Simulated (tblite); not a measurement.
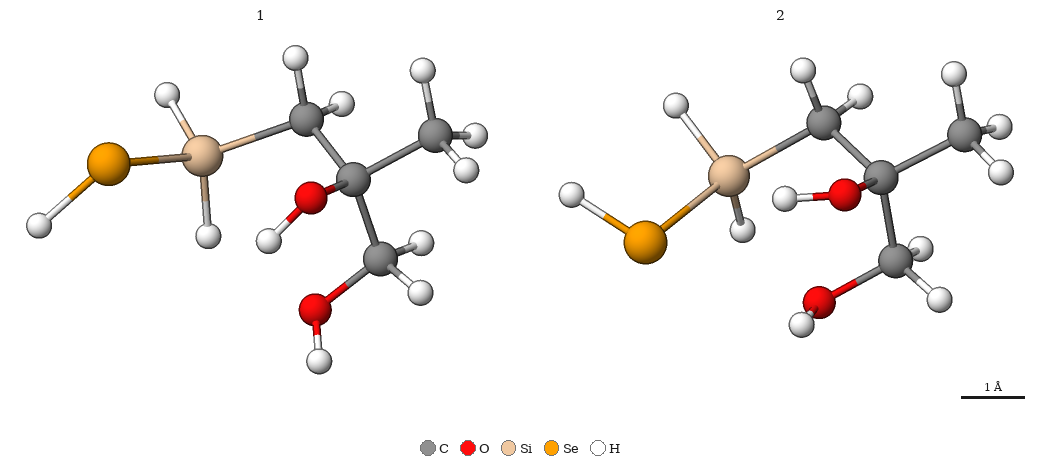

Two geometries of C4H12O2SeSi, drawn at one scale. One is the start of a relaxation, the other its converged end. The picture is a ball-and-stick view, seen at a tilt.

The calculation used GFN2-xTB geometry optimisation, gas phase (tblite 0.8.0). 

**Which geometry has the lower energy?**

Structure 2 is the relaxed one. The energy falls by 19.9 kcal/mol in 121 geometry steps. The atom that moves furthest after the best rigid fit is the Se atom (1.33 Å). By element the largest moves are Se 1.33 Å, H 0.94 Å, Si 0.38 Å, O 0.31 Å, C 0.15 Å. Some distances before and after: O–Si 3.087 → 2.593 Å, H–Se 1.531 → 1.427 Å, C–Si 1.857 → 1.912 Å, C–O 1.363 → 1.407 Å. Among the angles between lasting bonds that change: Si–Se–H 109.5° → 97.2°, O–C–H 113.7° → 106.4°, C–Si–H 111.0° → 118.0°. Groups turn about Se–Si by about 80°, C–O by about 45°, C–O by about 45°.
